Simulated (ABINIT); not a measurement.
# CdS (Hawleyite): G0W0 in ABINIT against the k mesh

Wanted: the cheapest k mesh that holds the gap of CdS (Hawleyite).

Program: ABINIT 10.8.3. Level of theory: PBE and many-body steps on it, plane waves. Results are calculated unless marked as measured.

## (1) The structure

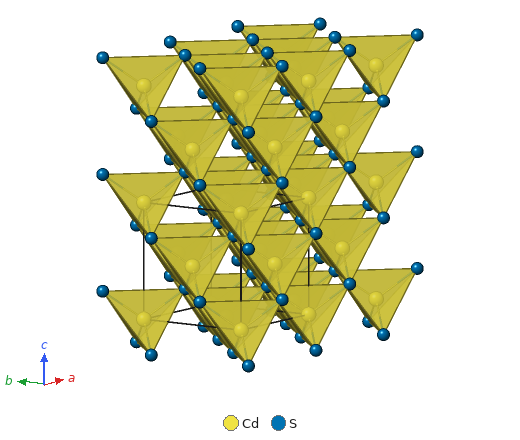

The cell as given, from a free direction (cadmium yellow, sulfur blue). 2×1×2 cells are drawn. This picture shows the conventional cell, with its axes. Some periodic images of atoms are drawn too.

As a file:

```cif
data_structure
_symmetry_space_group_name_H-M 'F-43m'
_symmetry_Int_Tables_number 216
_cell_length_a 5.8330
_cell_length_b 5.8330
_cell_length_c 5.8330
_cell_angle_alpha 90.000
_cell_angle_beta 90.000
_cell_angle_gamma 90.000
_cell_volume 198.46
loop_
_atom_site_label
_atom_site_type_symbol
_atom_site_symmetry_multiplicity
_atom_site_Wyckoff_symbol
_atom_site_fract_x
_atom_site_fract_y
_atom_site_fract_z
_atom_site_occupancy
Cd1 Cd 4 a 0.00000 0.00000 0.00000 1
S1 S 4 d 0.25000 0.25000 0.75000 1
```

The cell and positions come from the Crystallography Open Database and are kept as given unless a step says otherwise.

## (2) Empty states on the mesh, 4×4×4 mesh, 339 bands

This step: ABINIT 10.8.3; DFT, PBE, plane waves, norm-conserving pseudopotentials.

The sums over transitions need many empty states on a uniform mesh; this step solves for them.

run.abi reads:

```
acell 3*1.0 Angstrom
rprim 
  -0.000000000000 2.916500000000 2.916500000000
  2.916500000000 -0.000000000000 2.916500000000
  2.916500000000 2.916500000000 -0.000000000000
ntypat 2
znucl 48 16
natom 2
typat 1 2
xred 
  0.000000000000 0.000000000000 0.000000000000
  0.250000000000 0.250000000000 0.250000000000
pp_dirpath "pseudos"
pseudos "Cd.upf, S.upf"
ecut 47
ngkpt 4 4 4
nshiftk 1
shiftk 0 0 0
kptopt 1
chksymbreak 0
irdden 1
istwfk *1
nband 339
prtvol 0
optdriver 6
gwr_task "HDIAGO"
paral_kgb 0
occopt 1
indata_prefix "in"
outdata_prefix "out"
tmpdata_prefix "tmp"
```

Run with:

```console
$ OMP_NUM_THREADS=1 mpirun -n 8 abinit run.abi > log
```

Numbers of over 12 decimals in the logs are rounded to 6 here.

The program printed:

```text
.Version 10.8.3 of ABINIT. v10.8.2 released Aug 2026.

 Symmetries : space group F-4 3 m (#216); Bravais cF (face-center cubic)
[... echo of the input left out ...]
== DATASET  1 ==================================================================
-   mpi_nproc: 8, omp_nthreads: 1 (-1 if OMP is not activated)

--- !DatasetInfo
iteration_state: {dtset: 1, }
dimensions: {natom: 2, nkpt: 8, mband: 339, nsppol: 1, nspinor: 1, nspden: 1, mpw: 5180, }
cutoff_energies: {ecut:  47.0, pawecutdg:  -1.0, }
[...]
Direct band gap semiconductor
 Fundamental gap:     1.145 (eV)
   VBM:     4.366 (eV) at k: [ 0.0000E+00,  0.0000E+00,  0.0000E+00]
   CBM:     5.511 (eV) at k: [ 0.0000E+00,  0.0000E+00,  0.0000E+00]
 Direct gap:         1.145 (eV) at k: [ 0.0000E+00,  0.0000E+00,  0.0000E+00]

== END DATASET(S) ==============================================================
================================================================================

 -outvars: echo values of variables after computation  --------
           etotal      0.0000000000E+00
            nband         339
             nkpt           8
          spgroup         216
 [... the other variables as echoed above ...]

 Calculation completed.
```

Wall time 70 s (8 MPI ranks of AMD EPYC 7R43, shared host); peak memory 12 GiB.

Numbers from this step:

- gap: 1.145 eV
- k of the valence top: 0, 0, 0
- k of the conduction bottom: 0, 0, 0
- least direct gap: 1.145 eV
- k points computed: 8
- lowest point of the top converged band, above the valence top: 189.0455 eV

On this mesh the gap is 1.145 eV.

The density comes from a self-consistent run that is not shown.

## (3) Empty states on the mesh, 2×2×2 mesh, 101 bands

Edit run.abi of step 2 so:

```diff
@@ -15,3 +15,3 @@
 ecut 47
-ngkpt 4 4 4
+ngkpt 2 2 2
 nshiftk 1
@@ -20,10 +20,10 @@
 chksymbreak 0
+iscf -2
 irdden 1
 istwfk *1
-nband 339
+nband 101
+nbdbuf 8
+tolwfr 1e-09
+nstep 60
 prtvol 0
-optdriver 6
-gwr_task "HDIAGO"
-paral_kgb 0
-occopt 1
 indata_prefix "in"
```

The program printed:

```text
.Version 10.8.3 of ABINIT. v10.8.2 released Aug 2026.

 Symmetries : space group F-4 3 m (#216); Bravais cF (face-center cubic)
[... echo of the input left out ...]
== DATASET  1 ==================================================================
-   mpi_nproc: 8, omp_nthreads: 1 (-1 if OMP is not activated)
-    --> not optimal distribution: autoparal keyword recommended in input file <--

--- !DatasetInfo
iteration_state: {dtset: 1, }
dimensions: {natom: 2, nkpt: 3, mband: 101, nsppol: 1, nspinor: 1, nspden: 1, mpw: 5168, }
cutoff_energies: {ecut:  47.0, pawecutdg:  -1.0, }
[...]
2.70289    2.71635    2.71635    2.71635    2.74511    2.74511    2.81310    2.81310
   2.81310    2.86990    2.86990    2.86990    2.90539    2.90539    3.07161    3.07212
   3.07455    3.08616    3.08677    3.08878    3.08921
 prteigrs : prtvol=0 or 1, do not print more k-points.

== END DATASET(S) ==============================================================
================================================================================

 -outvars: echo values of variables after computation  --------
            nband         101
             nkpt           3
          spgroup         216
 [... the other variables as echoed above ...]

 Calculation completed.
```

It took 23 s on 8 MPI ranks; peak memory 0.62 GiB; 3 min of CPU time.

This step gave:

| Quantity | Value |
| --- | --- |
| gap | 1.145 eV |
| k of the valence top | 0, 0, 0 |
| k of the conduction bottom | 0, 0, 0 |
| least direct gap | 1.145 eV |
| k points computed | 3 |
| lowest point of the top converged band, above the valence top | 72.0487 eV |

On this mesh the gap is 1.145 eV.

## (4) Empty states on the mesh, 6×6×6 mesh, 101 bands

Edit run.abi of step 3 so:

```diff
@@ -15,3 +15,3 @@
 ecut 47
-ngkpt 2 2 2
+ngkpt 6 6 6
 nshiftk 1
```

The program printed:

```text
.Version 10.8.3 of ABINIT. v10.8.2 released Aug 2026.

 Symmetries : space group F-4 3 m (#216); Bravais cF (face-center cubic)
[... echo of the input left out ...]
== DATASET  1 ==================================================================
-   mpi_nproc: 8, omp_nthreads: 1 (-1 if OMP is not activated)

--- !DatasetInfo
iteration_state: {dtset: 1, }
dimensions: {natom: 2, nkpt: 16, mband: 101, nsppol: 1, nspinor: 1, nspden: 1, mpw: 5188, }
cutoff_energies: {ecut:  47.0, pawecutdg:  -1.0, }
[...]
2.70289    2.71635    2.71635    2.71635    2.74511    2.74511    2.81310    2.81310
   2.81310    2.86990    2.86990    2.86990    2.90539    2.90539    3.07161    3.07212
   3.07455    3.08616    3.08677    3.08878    3.08921
 prteigrs : prtvol=0 or 1, do not print more k-points.

== END DATASET(S) ==============================================================
================================================================================

 -outvars: echo values of variables after computation  --------
            nband         101
             nkpt          16
          spgroup         216
 [... the other variables as echoed above ...]

 Calculation completed.
```

Wall time 42 s (8 MPI ranks); peak memory 0.78 GiB.

Numbers from this step:

| Property | Result |
| --- | --- |
| gap | 1.145 eV |
| k of the valence top | 0, 0, 0 |
| k of the conduction bottom | 0, 0, 0 |
| least direct gap | 1.145 eV |
| k points computed | 16 |
| lowest point of the top converged band, above the valence top | 71.7259 eV |

On this mesh the gap is 1.145 eV.

## (5) Empty states on the mesh, 8×8×8 mesh, 101 bands

Edit run.abi of step 4 so:

```diff
@@ -15,3 +15,3 @@
 ecut 47
-ngkpt 6 6 6
+ngkpt 8 8 8
 nshiftk 1
```

The program printed:

```text
.Version 10.8.3 of ABINIT. v10.8.2 released Aug 2026.

 Symmetries : space group F-4 3 m (#216); Bravais cF (face-center cubic)
[... echo of the input left out ...]
== DATASET  1 ==================================================================
-   mpi_nproc: 8, omp_nthreads: 1 (-1 if OMP is not activated)

--- !DatasetInfo
iteration_state: {dtset: 1, }
dimensions: {natom: 2, nkpt: 29, mband: 101, nsppol: 1, nspinor: 1, nspden: 1, mpw: 5180, }
cutoff_energies: {ecut:  47.0, pawecutdg:  -1.0, }
[...]
2.70289    2.71635    2.71635    2.71635    2.74511    2.74511    2.81310    2.81310
   2.81310    2.86990    2.86990    2.86990    2.90539    2.90539    3.07161    3.07212
   3.07455    3.08616    3.08677    3.08878    3.08921
 prteigrs : prtvol=0 or 1, do not print more k-points.

== END DATASET(S) ==============================================================
================================================================================

 -outvars: echo values of variables after computation  --------
            nband         101
             nkpt          29
          spgroup         216
 [... the other variables as echoed above ...]

 Calculation completed.
```

Run time: 1.7 min. Hardware: 8 MPI ranks; peak memory 0.89 GiB; 14 min of CPU time.

This step gave:

| Property | Result |
| --- | --- |
| gap | 1.145 eV |
| k of the valence top | 0, 0, 0 |
| k of the conduction bottom | 0, 0, 0 |
| least direct gap | 1.145 eV |
| k points computed | 29 |
| lowest point of the top converged band, above the valence top | 71.3836 eV |

On this mesh the gap is 1.145 eV.

## (6) Screening, 2×2×2 mesh, 93 bands, screening to 163.3 eV

The RPA dielectric matrix is built and inverted for each q.

This step: RPA screening on PBE, plane waves, norm-conserving pseudopotentials.

Edit run.abi of step 5 so:

```diff
@@ -15,3 +15,3 @@
 ecut 47
-ngkpt 8 8 8
+ngkpt 2 2 2
 nshiftk 1
@@ -20,10 +20,11 @@
 chksymbreak 0
-iscf -2
-irdden 1
 istwfk *1
-nband 101
-nbdbuf 8
-tolwfr 1e-09
-nstep 60
-prtvol 0
+occopt 1
+irdwfk 1
+optdriver 3
+nband 93
+ecuteps 6
+inclvkb 2
+awtr 1
+symchi 1
 indata_prefix "in"
```

The program printed:

```text
.Version 10.8.3 of ABINIT. v10.8.2 released Aug 2026.

 Symmetries : space group F-4 3 m (#216); Bravais cF (face-center cubic)
[... echo of the input left out ...]
== DATASET  1 ==================================================================
-   mpi_nproc: 8, omp_nthreads: 1 (-1 if OMP is not activated)

--- !DatasetInfo
iteration_state: {dtset: 1, }
dimensions: {natom: 2, nkpt: 3, mband: 93, nsppol: 1, nspinor: 1, nspden: 1, mpw: 5168, }
cutoff_energies: {ecut:  47.0, pawecutdg:  -1.0, }
electrons: {nelect:   2.60000000E+01, charge:   0.00000000E+00, occopt:   1.00000000E+00, tsmear:   1.00000000E-02, }

 SCREENING: Calculation of the susceptibility and dielectric matrices

 Based on a program developped by R.W. Godby, V. Olevano, G. Onida, and L. Reining.
 Incorporated in ABINIT by V. Olevano, G.-M. Rignanese, and M. Torrent.
.Using double precision arithmetic ; gwpc =  8

[... cell and pseudopotentials left out ...]
--------------------------------------------------------------------------------

 ==== K-mesh for the wavefunctions ====
 Number of points in the irreducible wedge :     3
[... list of points left out ...]
 Together with 24 symmetry operations and time-reversal symmetry
 yields     8 points in the full Brillouin Zone.

 ==== Q-mesh for the screening function ====
 Number of points in the irreducible wedge :     3
[... list of points left out ...]
 Together with 24 symmetry operations and time-reversal symmetry
 yields     8 points in the full Brillouin Zone.

 setmesh: FFT mesh size selected  =    36x   36x   36
          total number of points  =        46656

 vcoul_init : cutoff-mode = AUXILIARY_FUNCTION
 q-points for optical limit:   1
     1)      0.000010    0.000020    0.000030

- screening: taking advantage of time-reversal symmetry
- Maximum band index for partially occupied states nbvw = 13
- Remaining bands to be divided among processors   nbcw = 80
- Number of bands treated by each node ~10

 Number of electrons calculated from density =   26.0000; Expected =   26.0000
 average of density, n =  0.077653
 r_s =    1.4541
 omega_plasma =   26.8804 [eV]

 calculating chi0 at frequencies [eV] :
  1    0.000000E+00    0.000000E+00
  2    0.000000E+00    2.688042E+01

--------------------------------------------------------------------------------
  q-point number  1        q = ( 0.000000, 0.000000, 0.000000) [r.l.u.]
--------------------------------------------------------------------------------
[... chi0 elements left out ...]
 For q-point:  0.000010 0.000020 0.000030
  dielectric constant =  45.3581
  dielectric constant without local fields =  50.0846

  Average fulfillment of the sum rule on Im[epsilon] for q-point    1 :     58.73  [%]
[... wings left out ...]
  q-point number  2        q = ( 0.500000, 0.000000, 0.000000) [r.l.u.]
--------------------------------------------------------------------------------
[... chi0 elements left out ...]
  Average fulfillment of the sum rule on Im[epsilon] for q-point    2 :     66.48  [%]

 [... 1 further q-points ...]
```

The job ended after 5.2 s (8 MPI ranks; peak memory 0.61 GiB).

Numbers from this step:

```yaml
eps_infinity_with_local_fields_on_this_mesh_along_the_program_s_q_direction: 45.36
the_same_without_local_fields: 50.08
plasma_frequency: 26.88 eV
plane_waves_in_the_screening_matrix: 259
```

Local fields lower ε∞ by 9 %. On a Γ-centred mesh this coarse the value itself is usually too large, while a short band sum pulls it down.

## (7) 2×2×2

This step: G0W0 on PBE, plane waves, norm-conserving pseudopotentials.

Edit run.abi of step 6 so:

```diff
@@ -23,8 +23,15 @@
 irdwfk 1
-optdriver 3
+optdriver 4
 nband 93
+gwcalctyp 0
+ecutsigx 47
+symsigma 1
+nkptgw 1
+kptgw 
+  0.0000000000 0.0000000000 0.0000000000
+bdgw 
+  11 17
 ecuteps 6
-inclvkb 2
-awtr 1
-symchi 1
+irdscr 1
+ppmodel 1
 indata_prefix "in"
```

The program printed:

```text
.Version 10.8.3 of ABINIT. v10.8.2 released Aug 2026.

 Symmetries : space group F-4 3 m (#216); Bravais cF (face-center cubic)
[... echo of the input left out ...]
== DATASET  1 ==================================================================
-   mpi_nproc: 8, omp_nthreads: 1 (-1 if OMP is not activated)

--- !DatasetInfo
iteration_state: {dtset: 1, }
dimensions: {natom: 2, nkpt: 3, mband: 93, nsppol: 1, nspinor: 1, nspden: 1, mpw: 5168, }
cutoff_energies: {ecut:  47.0, pawecutdg:  -1.0, }
electrons: {nelect:   2.60000000E+01, charge:   0.00000000E+00, occopt:   1.00000000E+00, tsmear:   1.00000000E-02, }

 SIGMA: Calculation of the GW corrections

 Based on a program developped by R.W. Godby, V. Olevano, G. Onida, and L. Reining.
 Incorporated in ABINIT by V. Olevano, G.-M. Rignanese, and M. Torrent.
.Using double precision arithmetic ; gwpc =  8

[... cell and pseudopotentials left out ...]
--------------------------------------------------------------------------------

 ==== K-mesh for the wavefunctions ====
 Number of points in the irreducible wedge :     3
[... list of points left out ...]
 Together with 24 symmetry operations and time-reversal symmetry
 yields     8 points in the full Brillouin Zone.

 ==== Q-mesh for screening function ====
 Number of points in the irreducible wedge :     3
[... list of points left out ...]
 Together with 24 symmetry operations and time-reversal symmetry
 yields     8 points in the full Brillouin Zone.

 vcoul_init : cutoff-mode = AUXILIARY_FUNCTION
 q-points for optical limit:   1
     1)      0.000010    0.000020    0.000030
 setmesh: FFT mesh size selected  =    50x   50x   50
          total number of points  =       125000

 Number of electrons calculated from density =   26.0000; Expected =   26.0000
 average of density, n =  0.077653
 r_s =    1.4541
 omega_plasma =   26.8804 [eV]

 === KS Band Gaps ===
  >>>> For spin  1
   Minimum direct gap =   1.1447 [eV], located at k-point      :   0.0000  0.0000  0.0000
   Fundamental gap    =   1.1447 [eV], Top of valence bands at :   0.0000  0.0000  0.0000
                                       Bottom of conduction at :   0.0000  0.0000  0.0000
 SIGMA fundamental parameters:
 PLASMON POLE MODEL  1
 number of plane-waves for SigmaX                 5065
 number of plane-waves for SigmaC and W            259
 number of plane-waves for wavefunctions          5065
 number of bands                                    93
 number of independent spin polarizations            1
 number of spinorial components                      1
 number of k-points in IBZ                           3
 number of q-points in IBZ                           3
 number of symmetry operations                      24
 number of k-points in BZ                            8
 number of q-points in BZ                            8
 number of frequencies for dSigma/dE                 9
 frequency step for dSigma/dE [eV]                0.25
 number of omega for Sigma on real axis              0
 max omega for Sigma on real axis  [eV]           0.00
 zcut for avoiding poles [eV]                     0.10

 EPSILON^-1 parameters (SCR file):
 dimension of the eps^-1 matrix on file            259
 dimension of the eps^-1 matrix used               259
 number of plane-waves for wavefunctions          5065
 number of bands                                    93
 number of q-points in IBZ                           3
 number of frequencies                               2
 number of real frequencies                          1
 number of imag frequencies                          1

 matrix elements of self-energy operator (all in [eV])

 Perturbative Calculation

--- !SelfEnergy_ee
iteration_state: {dtset: 1, }
kpoint     : [   0.000,    0.000,    0.000, ]
spin       : 1
KS_gap     :    1.145
QP_gap     :    1.843
Delta_QP_KS:    0.698
data: !SigmaeeData |
     Band     E0 <VxcDFT>   SigX SigC(E0)      Z dSigC/dE  Sig(E)    E-E0       E
       11   4.366 -15.486 -18.489   2.640   0.784  -0.276 -15.771  -0.284   4.082
       12   4.366 -15.486 -18.489   2.640   0.784  -0.276 -15.771  -0.284   4.082
       13   4.366 -15.486 -18.489   2.640   0.784  -0.276 -15.771  -0.284   4.082
       14   5.511 -10.508  -5.783  -4.215   0.812  -0.231 -10.093   0.414   5.925
       15  10.897 -10.569  -5.460  -4.385   0.808  -0.237  -9.983   0.586  11.483
       16  10.897 -10.569  -5.460  -4.385   0.808  -0.237  -9.983   0.586  11.483
       17  10.897 -10.569  -5.460  -4.385   0.808  -0.237  -9.983   0.586  11.483

== END DATASET(S) ==============================================================
================================================================================

 -outvars: echo values of variables after computation  --------
           etotal      0.0000000000E+00
            nband          93
             nkpt           3
          spgroup         216
 [... the other variables as echoed above ...]

 Calculation completed.
```

Wall time 4.8 s (8 MPI ranks); peak memory 0.94 GiB.

Numbers from this step:

```yaml
g0w0_gap_on_the_points_computed: 1.843 eV
starting_gap_on_the_mesh: 1.145 eV
k_of_the_valence_top: 0, 0, 0
k_of_the_conduction_bottom: 0, 0, 0
z_at_the_valence_top: 0.784
z_at_the_conduction_bottom: 0.812
least_direct_g0w0_gap_on_the_computed_points: 1.843 eV
```

[end of part 1 of 2]

[Paths, hosts, dates, memory and timing lines, banners, echoed tables and standing remarks are left out of the program output.]

[Logs are printed without paths, hosts, clocks, repeated set-up lines and the standing remarks that a program may print on its own settings, such as how far it seeks lower states.]

[Runs of the session that timed out or met a known fault of the program may be left out.]

[Hosts, paths, dates, database ids (printed as entryN), source tags and the programs' standing remarks are cut or masked in the printed files.]

[G0W0 gaps are taken among the corrected bands and points alone; a level outside them can change the order at an edge.]

[Where Ansatz stands beside ABINIT at settings called matched, ABINIT's density can come from a denser mesh and the files from another edition; pairs whose starting gaps differed by over 0.03 eV were left out, so agreement reads better than it is.]
